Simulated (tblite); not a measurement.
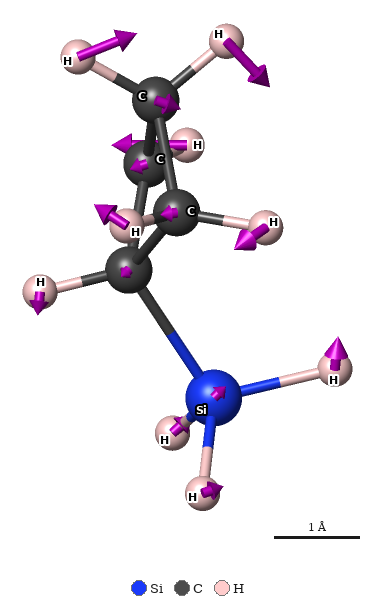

This is a relaxation of C$_{4}$H$_{9}$Si (multiplicity 2). The starting structure is drawn; purple arrows show the displacements, at their true length. The two geometries are superimposed by the best rigid fit.

Style: ball-and-stick. Shown from a free direction.

The calculation used tblite 0.8.0, GFN2-xTB geometry optimisation, gas phase. 

Which element moves most?

Answer. Hydrogen: up to 0.90 Å, against 0.33 Å for carbon.

What did the optimiser do to the structure, and how much energy did it gain?

Answer. The atom that moves furthest after the best rigid fit is an H atom (0.90 Å). By element the largest moves are H 0.90 Å, C 0.33 Å, Si 0.20 Å. Among the contacts that change: C–C 1.456 → 1.483 Å, H–Si 1.486 → 1.462 Å, C–C 1.553 → 1.543 Å, C–H 1.081 → 1.071 Å. Bond angles that change, for instance: C–C–H 127.2° → 132.6°, Si–C–C 117.0° → 111.8°, C–C–H 112.8° → 116.8°. Over 85 geometry steps the energy falls by 0.298 eV. The run took 0.33 s on 1 thread of Arm Neoverse V2, on a shared host.
